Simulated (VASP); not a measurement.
Band structure of TiS2 (1T layered). These are PBE GGA with D4 dispersion, VASP's PBE PAW potentials (set 64) (plane waves; VASP) values and carry that method's errors.

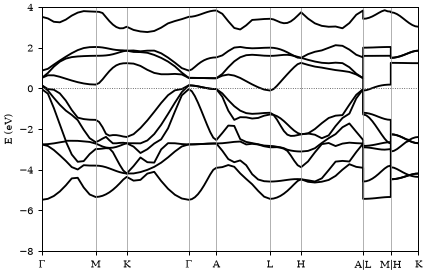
Figure: Bands along high-symmetry lines, zero at the valence-band maximum or, without a gap, the Fermi level

Problem. Read the plot: is there a gap, and where are the band edges?

Solution. It has no gap at this level: it comes out as a metal or semimetal. (Edges off the drawn lines would not show.)

The compound is TiS2 in the 1T layered structure. It was relaxed first.
